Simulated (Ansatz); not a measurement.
**BH2Cl− (SMILES [BH2-]Cl) at 6 levels**

Aim: a comparison of 6 runs (U-revPBE/STO-3G, U-wB97X/STO-3G, UHSE06/STO-3G, UBCCD(T)/STO-3G, UCCSD(T)/STO-3G, FCI/STO-3G) of BH2Cl−. 

The calculation is run with Ansatz 0.2.0.

**1. Starting point**

The species is BH2Cl− (4 atoms), meant as a doublet with charge -1. SMILES: `[BH2-]Cl`. The H4–B1 distance was set to 1.515 Å, away from the relaxed value.

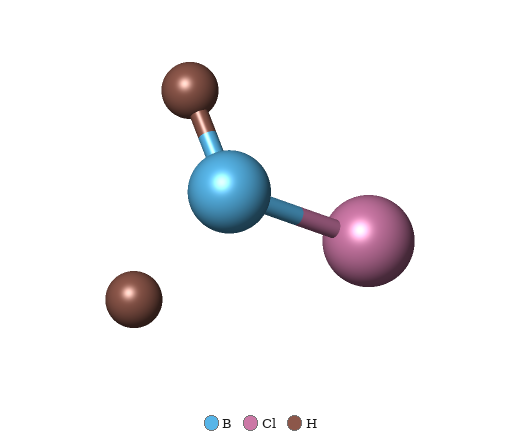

The structure, seen from a chosen angle (boron blue, chlorine pink, hydrogen brown).

**2. A single-point energy at U-revPBE/STO-3G (run 1)**

File run.yaml:

```yaml
crystal:
  periodic: [false, false, false]
  atoms:
    - {symbol: B, position_ang: [-0.002555, -0.464043, -0.218552]}
    - {symbol: Cl, position_ang: [1.460345, -0.207363, 1.003468]}
    - {symbol: H, position_ang: [-0.893785, -1.022273, 0.383348]}
    - {symbol: H, position_ang: [-0.353460, 0.884500, -0.812110]}
basis:
  gaussian: {orbitals: STO-3G}
total_charge: -1
magnetization: {spin_polarized: true, initial_magnetization: 1}
hamiltonian: {xc: {name: revPBE}}
accuracy: high
```

Run with:

```bash
ansatz run run.yaml --threads 1 --pin off --max-ram 2610MiB --events-out events.jsonl --progress --plain --runs-dir runs
```

The program printed:

```text
Warning: RAYON_NUM_THREADS=1 ignored (pool sized by the plan → 1); use --threads N
Functional definition: revPBE
  name "revPBE"
  parameter kappa = 1.245
  parameter beta = 0.06672455060314922
  exchange = pbe_x(kappa = kappa, mu = beta*pi^2/3)
  correlation = pbe_c(beta = beta)
259 factors; integrals over basis functions are off by at most 1.1e-8 eV
mean field evaluation 1: about -13079.6174 eV, gradient 7.2e0 eV
mean field evaluation 2: about -13079.8828 eV, gradient 6.2e0 eV
mean field evaluation 4: about -13080.2320 eV, gradient 2.2e-1 eV
mean field evaluation 8: about -13080.1819 eV, gradient 3.4e-3 eV
mean field evaluation 16: about -13080.1819 eV, gradient 1.1e-7 eV
mean field -13080.18190444 eV, -480.6878189224 hartree, gradient 1.3e-8 eV, S^2 0.752432; 0 other end points of the search recorded, 0 dependent functions left out
reference -13080.18190640 eV, -480.6878189944 hartree; 13, 12 occupied and 3, 4 virtual orbitals, 259 factors
Total energy: -13080.18190640 eV, -480.6878189944 hartree
```

Wall time 1.3 s (1 thread of Arm Neoverse V1, shared host); peak memory 0.11 GiB.

**3. The energy at U-wB97X/STO-3G (run 2)**

File in.yaml:

```yaml
crystal:
  periodic: [false, false, false]
  atoms:
    - {symbol: B, position_ang: [-0.002555, -0.464043, -0.218552]}
    - {symbol: Cl, position_ang: [1.460345, -0.207363, 1.003468]}
    - {symbol: H, position_ang: [-0.893785, -1.022273, 0.383348]}
    - {symbol: H, position_ang: [-0.353460, 0.884500, -0.812110]}
basis:
  gaussian:
    orbitals: STO-3G
total_charge: -1
magnetization:
  spin_polarized: true
  initial_magnetization: 1
hamiltonian:
  xc: {name: wB97X}
accuracy: high
```

Run with:

```bash
ansatz run in.yaml --threads 1 --pin off --max-ram 2610MiB --events-out events.jsonl --progress --plain --runs-dir runs
```

The program printed (excerpt; [...] marks lines left out):

```text
Warning: RAYON_NUM_THREADS=1 ignored (pool sized by the plan → 1); use --threads N
Functional definition: wB97X
  name "wB97X"
[...]
      + exact_x_lr(omega)
[...]
      + integral(e_c_pw_opposite_spin*poly(b97_u_opposite, 1, cos1, cos2, cos3, cos4))
259 factors; integrals over basis functions are off by at most 1.1e-8 eV
125 factors; integrals over basis functions are off by at most 1.1e-9 eV
[...]
mean field -13082.67164007 eV, -480.7793150193 hartree, gradient 3.7e-8 eV, S^2 0.752838; 0 other end points of the search recorded, 0 dependent functions left out
reference -13082.67163877 eV, -480.7793149715 hartree; 13, 12 occupied and 3, 4 virtual orbitals, 259 factors
Total energy: -13082.67163877 eV, -480.7793149715 hartree
```

Run time: 6.9 s. Hardware: 1 thread of Arm Neoverse V1, shared host; peak memory 0.32 GiB.

**4. The energy at UHSE06/STO-3G (run 3)**

File job.yaml:

```yaml
crystal:
  periodic: [false, false, false]
  atoms:
    - symbol: B
      position_ang: [-0.002555, -0.464043, -0.218552]
    - symbol: Cl
      position_ang: [1.460345, -0.207363, 1.003468]
    - symbol: H
      position_ang: [-0.893785, -1.022273, 0.383348]
    - symbol: H
      position_ang: [-0.353460, 0.884500, -0.812110]
basis:
  gaussian:
    orbitals: STO-3G
magnetization:
  spin_polarized: true
  initial_magnetization: 1
hamiltonian:
  xc: {name: HSE06}
total_charge: -1
accuracy: high
```

Run with:

```bash
ansatz run job.yaml --threads 1 --pin off --max-ram 2610MiB --events-out events.jsonl --progress --plain --runs-dir runs
```

The program printed:

```text
Warning: RAYON_NUM_THREADS=1 ignored (pool sized by the plan → 1); use --threads N
Functional definition: HSE06
  name "HSE06"
  parameter a = 0.25
  parameter omega = 0.11/bohr
  exchange = pbe_x - a*pbe_x_sr(omega) + a*exact_x_sr(omega)
  correlation = pbe_c
259 factors; integrals over basis functions are off by at most 1.1e-8 eV
55 factors; integrals over basis functions are off by at most 1.3e-9 eV
mean field evaluation 1: about -13077.1149 eV, gradient 6.6e0 eV
mean field evaluation 2: about -13077.5376 eV, gradient 4.2e0 eV
mean field evaluation 4: about -13077.6904 eV, gradient 2.1e-1 eV
mean field evaluation 8: about -13077.6608 eV, gradient 4.0e-3 eV
mean field evaluation 16: about -13077.6608 eV, gradient 1.3e-7 eV
mean field -13077.66076270 eV, -480.5951686725 hartree, gradient 2.1e-8 eV, S^2 0.752460; 0 other end points of the search recorded, 0 dependent functions left out
reference -13077.66076428 eV, -480.5951687304 hartree; 13, 12 occupied and 3, 4 virtual orbitals, 259 factors
Total energy: -13077.66076428 eV, -480.5951687304 hartree
```

Run time: 2 s. Hardware: 1 thread of Arm Neoverse V1, shared host; peak memory 0.11 GiB.

Runs 4 to 5 aren't shown in full; the table further down has their settings and results.

**5. The energy at FCI/STO-3G (run 6)**

File run.yaml:

```yaml
crystal:
  periodic: [false, false, false]
  atoms:
    - symbol: B
      position_ang: [-0.002555, -0.464043, -0.218552]
    - symbol: Cl
      position_ang: [1.460345, -0.207363, 1.003468]
    - symbol: H
      position_ang: [-0.893785, -1.022273, 0.383348]
    - symbol: H
      position_ang: [-0.353460, 0.884500, -0.812110]
basis:
  gaussian:
    orbitals: STO-3G
magnetization:
  spin_polarized: true
  initial_magnetization: 1
correlation:
  method: fci
  frozen_orbitals: {B: 1, Cl: 5, H: 0}
total_charge: -1
accuracy: high
```

Run with:

```bash
ansatz run run.yaml --threads 1 --pin off --max-ram 2610MiB --events-out events.jsonl --progress --plain --runs-dir runs
```

The program printed:

```text
Warning: RAYON_NUM_THREADS=1 ignored (pool sized by the plan → 1); use --threads N
Functional definition: HF
  name "HF"
  exchange = exact_x
  correlation = 0
259 factors; integrals over basis functions are off by at most 1.1e-8 eV
mean field evaluation 1: about -13058.3555 eV, gradient 9.8e0 eV
mean field evaluation 2: about -13058.4107 eV, gradient 9.8e0 eV
mean field evaluation 4: about -13059.9078 eV, gradient 1.4e0 eV
mean field evaluation 8: about -13059.9666 eV, gradient 4.9e-2 eV
mean field -13059.96375531 eV, -479.9448156461 hartree, gradient 3.3e-8 eV, S^2 0.758078; 0 other end points of the search recorded, 0 dependent functions left out
mean field evaluation 16: about -13059.8975 eV, gradient 2.9e-1 eV
6 core orbitals not correlated: weight in the atoms' cores, before any rotation towards them, 1.000 or more for the frozen orbitals, at most 0.000 for the correlated occupied ones
reference -13059.93250403 eV, -479.9436671827 hartree; 7, 6 occupied and 3, 4 virtual orbitals, 259 factors
state -13061.51007492 eV, -480.0016418436 hartree
Total energy: -13061.51007492 eV, -480.0016418436 hartree
```

Wall time 0.26 s (1 thread of Arm Neoverse V1, shared host).

**6. Overview of the runs**

| run | level | frozen core orbitals | energy (Eh) | ⟨S²⟩ | wall time |
| --- | --- | --- | --- | --- | --- |
| 1 | U-revPBE/STO-3G | – | -480.687819 | 0.752 | 1.3 s |
| 2 | U-wB97X/STO-3G | – | -480.779315 | 0.753 | 6.9 s |
| 3 | UHSE06/STO-3G | – | -480.595169 | 0.752 | 2 s |
| 4 | UBCCD(T)/STO-3G | 6 | -480.001487 | 0.758 | 0.2 s |
| 5 | UCCSD(T)/STO-3G | 6 | -480.001506 | 0.758 | 0.16 s |
| 6 | FCI/STO-3G | 6 | -480.001642 | – | 0.26 s |

**7. Results**

| quantity | value |
| --- | --- |
| run 6: total energy | -480.00164 Eh |
| run 6: correlation energy (6 core orbitals frozen) | -58.0 mEh |

Against full CI in this basis: UBCCD(T) +0.2 mEh; UCCSD(T) +0.1 mEh. Totals of different functionals can't be ranked against each other. In runs 1, 2, 3, 4, 5, 6 the basis is minimal, so the values are rough. All runs together took 11 s, the longest 6.9 s.
